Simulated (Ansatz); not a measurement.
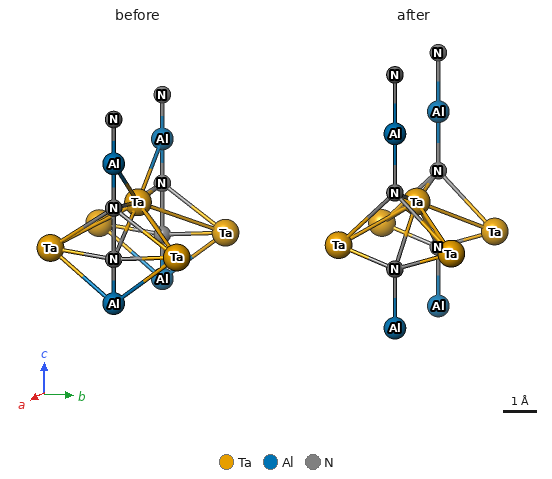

The structure of solid Ta2AlN2 (a generated structure, set up in P-4m2) (coarse preliminary run) before (left) and after (right) a relaxation, at one scale.

Style: ball-and-stick. Shown: the atoms within 4.2 Å of the atom that moves most (axes of the cell of the calculation), slightly off an axis.

These are results of Ansatz 0.2.0, DFT PBE, scalar-relativistic, plane waves, PAW, not measurements. Settings: plane-wave cutoff 420 eV; k-point mesh 4 × 4 × 4; occupations gaussian; smearing width 0.1 eV; no spin polarisation; cell and atoms relaxed; force threshold 0.04 eV/Å; at most 70 steps.

Question: What changed between the two?

Answer: Over 13 accepted moves (18 points after the start) the energy falls by 2375 meV per atom. The largest force component goes from 23 to 0.012 eV/Å. The pressure goes from 38.65 to 0.03 GPa. The line search rejected the trial steps at points 13, 14 of the run. At 3 points the geometry stayed and the basis and grid were re-selected for the new cell (energy shift of 65.8 meV per atom at most each time). The largest moves relative to the cell, 0.26 Å, are those of Ta atoms. Largest moves by element: Ta 0.26 Å, N 0.08 Å. Al stays in place. The volume changes by +10.5 %, with a = b 4.216 → 3.759 Å (−10.8 %), c 4.439 → 6.170 Å (+39.0 %). Among the contacts that change: N–N 1.626 → 2.425 Å, Al–Ta 2.656 → 3.129 Å, Al–N 1.406 → 1.872 Å, Ta–Ta 3.216 → 2.903 Å. Bond angles that change, for instance: Ta–N–Ta 168.7° → 143.0°, Ta–N–Ta 112.2° → 92.6°, Ta–N–Al 95.7° → 108.5°. The space group stays P-4m2 (No. 115). Cost: 68 s on 1 thread of Intel(R) Xeon(R) Processor @ 2.70GHz, on a shared host, peak memory 0.37 GiB.

Limits of the set-up: the k-point mesh is coarse for a cell with partly filled bands.
